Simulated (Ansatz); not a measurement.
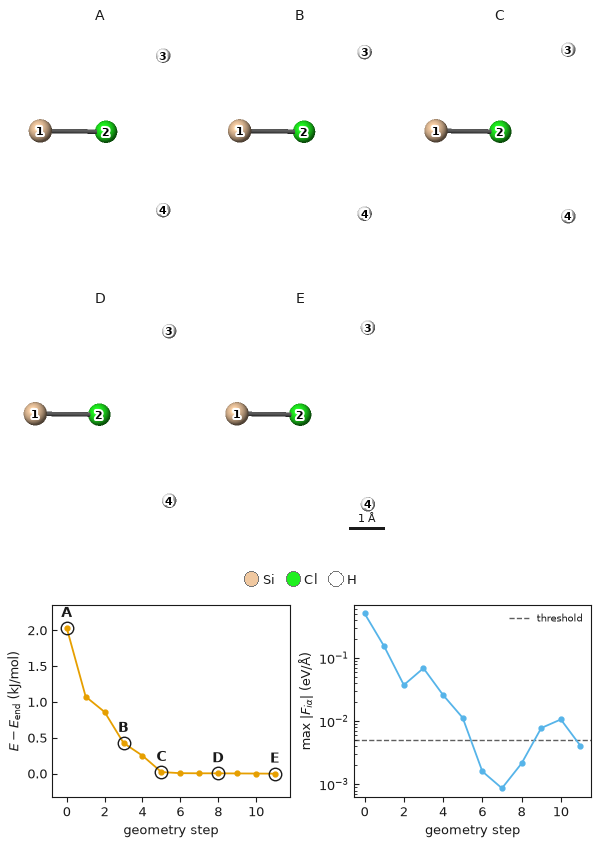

Frames of a relaxation of SiH$_{2}$Cl (multiplicity 2), marked on the history of the run. The picture is a ball-and-stick view, seen at a tilt.

It is one of the separated reactants of a reaction.

These are results of UKS PBE0-D4/def2-TZVP (Ansatz), not measurements.

Input file:
```yaml
crystal:
  periodic: [false, false, false]
  atoms:
    - {symbol: Si, position_ang: [2.253354, 0.050595, 1.309255]}
    - {symbol: Cl, position_ang: [0.382637, 0.117826, 0.354486]}
    - {symbol: H, position_ang: [-2.022588, -1.664793, 0.577634]}
    - {symbol: H, position_ang: [-0.538479, 1.577347, -2.101904]}
basis:
  gaussian: {orbitals: def2-TZVP}
magnetization: {spin_polarized: true, initial_magnetization: 1}
hamiltonian: {xc: pbe0, dispersion: d4}
relax: {f_tol: 0.005, max_steps: 200}
```

Launched with:
```bash
ansatz run in.yaml --threads 2 --pin off --events-out ev --progress --plain --max-ram 4352MiB
```

What happens along the run?

Answer. The energy falls by 2.03 kJ/mol in 11 geometry steps. Largest force component: 0.51 eV/Å at the start, 0.0041 eV/Å at the end. The forces were under the threshold at step 6, but the run went on from there. The largest moves after the best rigid fit, 0.35 Å, are those of H3 and H4. Largest moves by element: H 0.35 Å, Cl 0.17 Å, Si 0.14 Å. Among the contacts that change: Si1–Cl2 2.101 → 2.067 Å. From step 0 to 3: H atoms move most (0.11 Å), energy −1.60 kJ/mol. From step 3 to 5: H atoms move most (0.14 Å), energy −0.41 kJ/mol. From step 5 to 8: H atoms move most (0.05 Å), energy −0.02 kJ/mol. From step 8 to 11: H atoms move most (0.11 Å), energy 0.00 kJ/mol.

```json
{"step": "0", "E − E(0), kJ/mol": "0.00", "largest force component, eV/Å": "0.5115"}
{"step": "1", "E − E(0), kJ/mol": "-0.96", "largest force component, eV/Å": "0.1538"}
{"step": "2", "E − E(0), kJ/mol": "-1.17", "largest force component, eV/Å": "0.0376"}
{"step": "3", "E − E(0), kJ/mol": "-1.60", "largest force component, eV/Å": "0.0695"}
{"step": "4", "E − E(0), kJ/mol": "-1.78", "largest force component, eV/Å": "0.0261"}
{"step": "5", "E − E(0), kJ/mol": "-2.01", "largest force component, eV/Å": "0.0114"}
{"step": "6", "E − E(0), kJ/mol": "-2.03", "largest force component, eV/Å": "0.0016"}
{"step": "7", "E − E(0), kJ/mol": "-2.03", "largest force component, eV/Å": "0.0009"}
{"step": "8", "E − E(0), kJ/mol": "-2.03", "largest force component, eV/Å": "0.0022"}
{"step": "9", "E − E(0), kJ/mol": "-2.03", "largest force component, eV/Å": "0.0078"}
{"step": "10", "E − E(0), kJ/mol": "-2.03", "largest force component, eV/Å": "0.0107"}
{"step": "11", "E − E(0), kJ/mol": "-2.03", "largest force component, eV/Å": "0.0041"}
```
